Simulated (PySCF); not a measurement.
The calculation's input:

```
{"job": {"kind": "uv", "xc": "PBE0", "basis": "def2-SVPD", "nstates": 8, "ntriplets": 3}, "charge": -1, "multiplicity": 1}
C     -1.468424    -0.128795     0.045046
N     -0.203964     0.550703     0.056076
Al     1.510920    -0.111390    -0.070588
H     -1.274674    -1.197113    -0.052360
H     -2.119679     0.173301    -0.797636
H     -2.054294     0.023668     0.971934
H     -0.350021     1.552939     0.148696
H      1.639091    -1.027894    -1.403544
H      1.852450    -1.021401     1.228239
H      2.477478     1.190636    -0.148391
```

Run with:

```sh
OMP_NUM_THREADS=1 python probes_run.py task.json out
```

Geometry: GFN2-xTB.

Method: PBE0/def2-SVPD, SCF density, gas phase (PySCF 2.14.0).

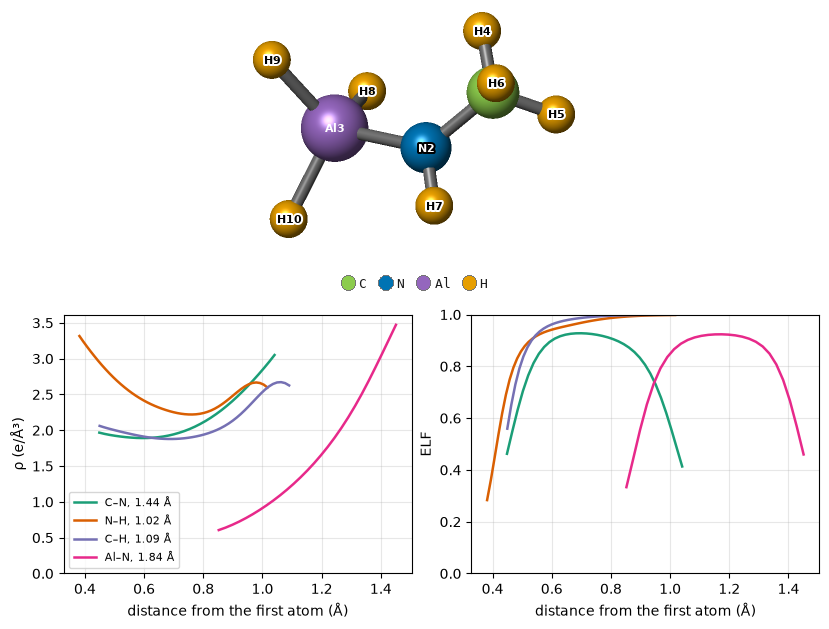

CH₇AlN (charge −1). Electron density and ELF along straight lines between neighbouring atoms. The curves leave out the atomic cores. The structure is drawn too.

Compare the contacts.

Answer. C–N (1.44 Å): ρ at the midpoint is about 2 e/Å³; the ELF peaks at about 0.95 between the atoms; a covalent bond.
N–H (1.02 Å): the density is about 2.7 e/Å³ at the midpoint; the ELF climbs to about 1 towards the hydrogen, as it does in any bond to H; an ordinary covalent bond to hydrogen.
C–H (1.09 Å): ρ is about 2 e/Å³ halfway; the ELF climbs to about 1 towards the hydrogen: a covalent bond by its length.
Al–N (1.84 Å): ρ at the midpoint is about 0.72 e/Å³; the ELF peaks at about 0.90 in the valence shell of N, 0.7 Å from its nucleus, and is about 0.65 at the midpoint.
